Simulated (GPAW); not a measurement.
# How SiNi3 absorbs and reflects light, part 2 of 2

Aim: the dielectric function of SiNi3, and the optical constants that follow from it. The cell comes from an older database entry, whose edges can differ from later determinations, mostly by under a per cent.

GPAW 26.7.0; DFT, PBE, plane-wave PAW (GPAW data sets), scalar-relativistic, RPA, optical limit.

So far. Step 2 (Ground state): There are states at the Fermi level within the smearing, so the occupations stay smeared and the carriers get a Drude term.

The database entry behind the starting cell differs from later determinations by our own check (an axis about 0.9 % long against later determinations), so it need not match the best structure at ambient conditions.

**4. Dielectric function, RPA**

Local fields let the induced charge screen the field inside the cell, which as a rule lowers ε, most along directions where the density is uneven.

This step: DFT, PBE, plane-wave PAW (GPAW data sets), scalar-relativistic, RPA, optical limit (GPAW 26.7.0).

Input file df.py:

```python
from gpaw.response.df import DielectricFunction

df = DielectricFunction('full.gpw', frequencies={'type': 'nonlinear', 'domega0': 0.03, 'omega2': 8},
                        ecut=50,
                        eta=0.05,
                        nbands=50,
                        rate=0.03,
                        txt='df.txt')
for direction in ['x']:
    df.get_dielectric_function(xc='RPA', direction=direction, filename=f'df_{direction}.csv')
```

On the command line:

```bash
$ OMP_NUM_THREADS=1 python df.py
```

Numbers of over 12 decimals in the logs are rounded to 6 here.

Output:

```text
Using integrator: PointIntegrator
NonLinearFrequencyDescriptor(from 0.000 to 96.040 eV, 537 points)
Nonperiodic BCs:  [False False False]
Using integrator: PointIntegrator
NonLinearFrequencyDescriptor(from 0.000 to 96.040 eV, 537 points)
Nonperiodic BCs:  [False False False]
Using integrator: PointIntegrator

Calculating chi0 body with:
    Ground state adapter containing:
    Number of spins: 2
    Number of kpoints: 1000
    Number of irreducible kpoints: 56
    Number of completely occupied states: 22
    Number of partially occupied states: 28

    Linear response parametrization:
    q_c: [0.0, 0.0, 0.0]
    Number of frequency points: 537
    Planewave cutoff: 50.0
    Number of bands: 50
    Number of planewaves: 33
    Broadening (eta): 0.05

Integrating chi0 body.

Symmetries of q_c:
    Direct symmetries (Uq -> q): 48
    Indirect symmetries (TUq -> q): 0
In total 48 allowed symmetries.

56 groups of equivalent kpoints. 94.400000% reduction.

Integral kind: spectral function

Calculating chi0 optical extensions with:
    Ground state adapter containing:
    Number of spins: 2
    Number of kpoints: 1000
    Number of irreducible kpoints: 56
    Number of completely occupied states: 22
    Number of partially occupied states: 28

    Linear response parametrization:
    Number of frequency points: 537
    Planewave cutoff: 50.0
    Number of bands: 50
    Number of planewaves: 33
    Broadening (eta): 0.05
Integrating chi0 head and wings.

Symmetries of q_c:
    Direct symmetries (Uq -> q): 48
    Indirect symmetries (TUq -> q): 0
In total 48 allowed symmetries.

56 groups of equivalent kpoints. 94.400000% reduction.

Integral kind: spectral function wings

Calculating drude chi0 with:
    Number of frequency points:537
    Plasma frequency decay rate: 0.03 eV

    Ground state adapter containing:
    Number of spins: 2
    Number of kpoints: 1000
    Number of irreducible kpoints: 56
    Number of completely occupied states: 22
    Number of partially occupied states: 28

Symmetries of q_c:
    Direct symmetries (Uq -> q): 48
    Indirect symmetries (TUq -> q): 0
In total 48 allowed symmetries.

56 groups of equivalent kpoints. 94.400000% reduction.

Integral kind: intraband
Plasma frequency:
[[1.53+0.j 0.  +0.j 0.  +0.j]
 [0.  -0.j 1.53+0.j 0.  +0.j]
 [0.  +0.j 0.  +0.j 1.53+0.j]]
```

It took 31 s on 1 thread of Arm Neoverse V1, shared host; peak memory 0.26 GiB.

Some rows of df_x.csv (energy; Re and Im without local fields; Re and Im with them):

```text
0.000000, 2673.860892, 0.000000, 2673.459274, 0.000000
0.460735, 52.566448, 20.629903, 52.073468, 20.574887
0.943989, 59.288960, 48.632419, 58.543724, 48.122295
1.451455, -6.254773, 59.452895, -6.328060, 58.908733
1.984998, -9.782065, 22.781224, -9.487517, 22.529742
2.546682, -5.657724, 10.485351, -5.613694, 10.386901
3.138794, -2.450865, 8.551018, -2.400312, 8.441172
3.763875, 0.742106, 7.495638, 0.926042, 7.235881
4.424758, 0.820812, 8.044852, 1.025116, 8.130833
5.124608, 0.127784, 8.507388, 0.400543, 8.883961
5.866977, -1.513770, 8.192921, -1.504958, 8.362507
6.655862, -2.462629, 6.713399, -2.395529, 6.990404
7.495775, -1.308324, 5.463516, -1.496837, 5.545363
8.391833, -1.577476, 4.534186, -1.760489, 4.452802
9.349861, -2.291241, 4.000702, -2.287243, 4.022397
10.376517, -2.057418, 3.011832, -2.094597, 2.980643
11.479449, -1.857544, 1.767037, -1.856167, 1.777515
12.667487, -0.852205, 1.602847, -0.829747, 1.560082
13.950874, -0.963239, 1.140600, -0.989118, 1.179470
```

The Im ε, E ∥ x has structure finer than the step of the table below, so its rows give means over 1 eV, whole bins alone (the curve runs from 0.305 to 15.0 eV). Peaks (eV: height): 1.0: 89.6, 1.4: 65.7.

Sum at mesh points, not converged in k. Im ε, E ∥ x against photon energy; means over each step:

| photon energy (eV) | Im ε, E ∥ x |
| --- | --- |
| 1 | 50.4 |
| 2 | 25.4 |
| 3 | 8.60 |
| 4 | 7.85 |
| 5 | 9.12 |
| 6 | 8.05 |
| 7 | 5.85 |
| 8 | 4.72 |
| 9 | 4.15 |
| 10 | 3.32 |
| 11 | 2.26 |
| 12 | 1.58 |
| 13 | 1.68 |
| 14 | 1.26 |

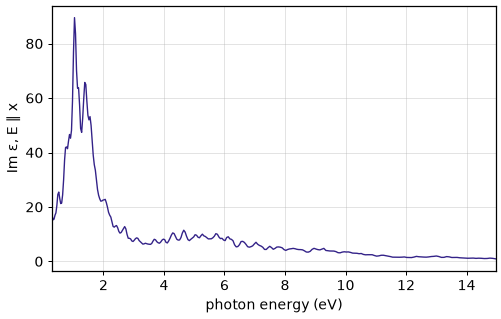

Im ε, E ∥ x, plotted against photon energy.

Values under 1 per cm are given as 1; sum at mesh points, not converged in k. Absorption coefficient, E ∥ x against photon energy:

| photon energy (eV) | absorption coefficient, E ∥ x (1/cm) |
| --- | --- |
| 1.01 | 4.4e5 |
| 1.99 | 8.3e5 |
| 3.02 | 6.7e5 |
| 3.98 | 7.1e5 |
| 4.98 | 9.6e5 |
| 6.02 | 1.3e6 |
| 6.99 | 1.3e6 |
| 8.03 | 1.4e6 |
| 9.02 | 1.6e6 |
| 10.03 | 1.7e6 |
| 11.03 | 1.7e6 |
| 12.02 | 1.5e6 |
| 13.00 | 1.7e6 |
| 14.04 | 1.5e6 |

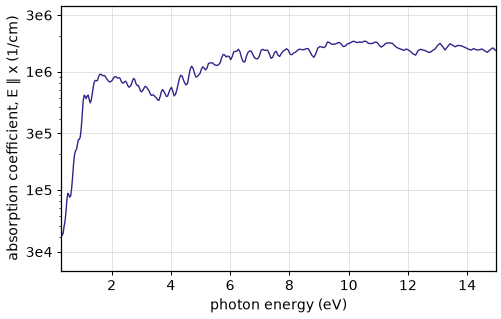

Absorption coefficient, E ∥ x against photon energy.

The loss function −Im 1/ε at q → 0, E ∥ x has structure finer than the step of the table below, so its rows give means over 1 eV, whole bins alone (the curve runs from 0.305 to 15.0 eV). Peaks (eV: height): 8.8: 0.265, 12.3: 0.524, 13.3: 0.505, 14.7: 0.678.

Sum at mesh points, not converged in k. The loss function −Im 1/ε at q → 0, E ∥ x by energy loss; means over each step:

| energy loss (eV) | loss function −Im 1/ε at q → 0, E ∥ x |
| --- | --- |
| 1 | 0.0116 |
| 2 | 0.0364 |
| 3 | 0.109 |
| 4 | 0.121 |
| 5 | 0.108 |
| 6 | 0.120 |
| 7 | 0.157 |
| 8 | 0.190 |
| 9 | 0.211 |
| 10 | 0.220 |
| 11 | 0.262 |
| 12 | 0.409 |
| 13 | 0.451 |
| 14 | 0.515 |

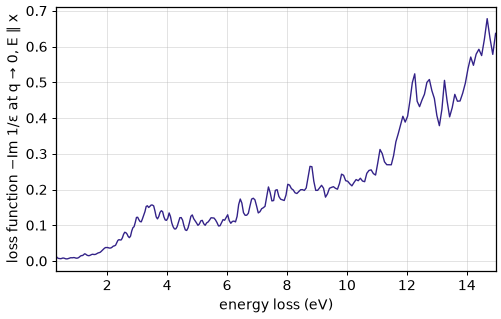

Loss function −Im 1/ε at q → 0, E ∥ x, plotted against energy loss.

The reflectivity at normal incidence, E ∥ x has structure finer than the step of the table below, so its rows give means over 1 eV, whole bins alone (the curve runs from 0.305 to 15.0 eV). Peaks (eV: height): 1.1: 71.4, 1.6: 72.9, 2.8: 59.8, 6.3: 50.0, 6.7: 46.6, 11.0: 49.4, 11.6: 49.9.

Sum at mesh points, not converged in k. Reflectivity at normal incidence, E ∥ x against photon energy; means over each step:

| photon energy (eV) | reflectivity at normal incidence, E ∥ x (%) |
| --- | --- |
| 1 | 65.5 |
| 2 | 67.2 |
| 3 | 47.6 |
| 4 | 33.9 |
| 5 | 38.9 |
| 6 | 43.2 |
| 7 | 41.8 |
| 8 | 39.5 |
| 9 | 38.8 |
| 10 | 43.3 |
| 11 | 46.2 |
| 12 | 40.5 |
| 13 | 35.4 |
| 14 | 39.3 |

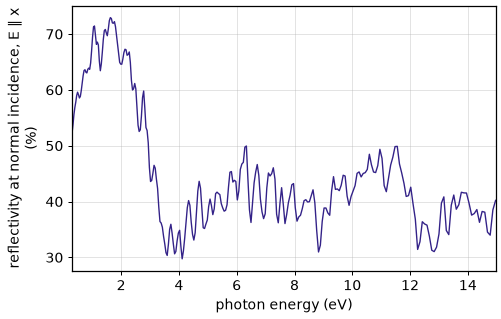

Reflectivity at normal incidence, E ∥ x against photon energy.

The Im ε, E ∥ x has structure finer than the step of the table below, so its rows give means over 1 eV, whole bins alone (the curve runs from 0.305 to 15.0 eV). Peaks (eV: height): without local fields 1.0: 90.5, 1.4: 66.5; with local fields 1.0: 89.6, 1.4: 65.7.

Sum at mesh points, not converged in k. The Im ε, E ∥ x by photon energy; means over each step:

| photon energy (eV) | without local fields | with local fields |
| --- | --- | --- |
| 1 | 50.8 | 50.4 |
| 2 | 25.7 | 25.4 |
| 3 | 8.75 | 8.60 |
| 4 | 8.05 | 7.85 |
| 5 | 8.97 | 9.12 |
| 6 | 7.86 | 8.05 |
| 7 | 5.70 | 5.85 |
| 8 | 4.73 | 4.72 |
| 9 | 4.20 | 4.15 |
| 10 | 3.36 | 3.32 |
| 11 | 2.29 | 2.26 |
| 12 | 1.60 | 1.58 |
| 13 | 1.66 | 1.68 |
| 14 | 1.21 | 1.26 |

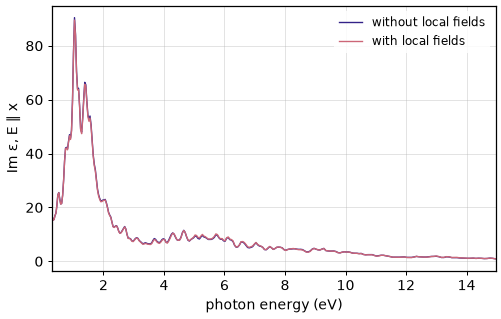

Im ε, E ∥ x, plotted against photon energy.

Optical constants at common wavelengths, from n + ik = √ε:

| wavelength (nm) | n | k | R (%) | 1/α |
| --- | --- | --- | --- | --- |
| 1550 | 7.79 | 2.673 | 63.1 | 46 nm |
| 1064 | 6.16 | 5.170 | 68.4 | 16 nm |
| 405 | 1.86 | 2.254 | 43.9 | 14 nm |
| 365 | 1.80 | 1.844 | 35.9 | 16 nm |
| 308 | 2.21 | 1.801 | 34.7 | 14 nm |
| 248 | 2.37 | 1.959 | 37.6 | 10 nm |
| 193 | 1.42 | 1.908 | 40.2 | 8.0 nm |

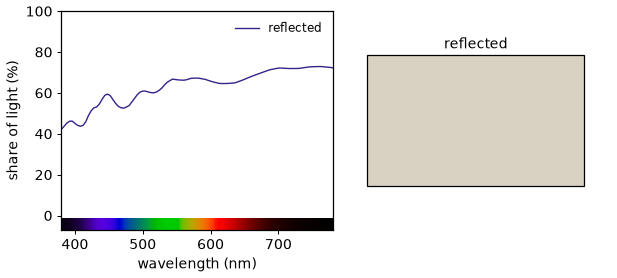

Light reflected across the visible range, with the colour that it makes of daylight (sRGB).

In reflection the computed colour is faintly yellow: x = 0.327, y = 0.348, luminous reflectivity 64 %.

**5. Outcome**

What this shows: At this level (PBE, RPA) SiNi3 is a metal. The mesh is too coarse to trust the carriers' weight, the reflectivity or the colour to better than tens of per cent. In reflection the computed colour is faintly yellow: x = 0.327, y = 0.348, luminous reflectivity 64 %. The carriers' damping of 0.03 eV is typed, not computed; it shapes the response at the lowest energies. The magnetic state comes from one start and need not be the lowest. In this version of GPAW the matrix elements of the optical limit are incomplete, which can lower ε − 1 by up to a tenth where first-row anions or d states rule, and shift it by more in d metals. GPAW's carrier term has the form −ωp²/(ω + i·rate)², which damps like twice the rate and fails at low energy, so the curves leave the lowest energies out. The sum runs over mesh points 0.18 Å⁻¹ apart with no interpolation, so peaks are partly noise of the mesh, and the Drude plasma energy, a sum over the Fermi surface, isn't converged.

[Machine, clock and banner lines and Python warnings are left out of the logs.]

[Logs are printed without paths, hosts, clocks, repeated set-up lines and the standing remarks that a program may print on its own settings, such as how far it seeks lower states.]

[Hosts, paths, dates, database ids (printed as entryN), source tags and the programs' standing remarks are cut or masked in the printed files.]
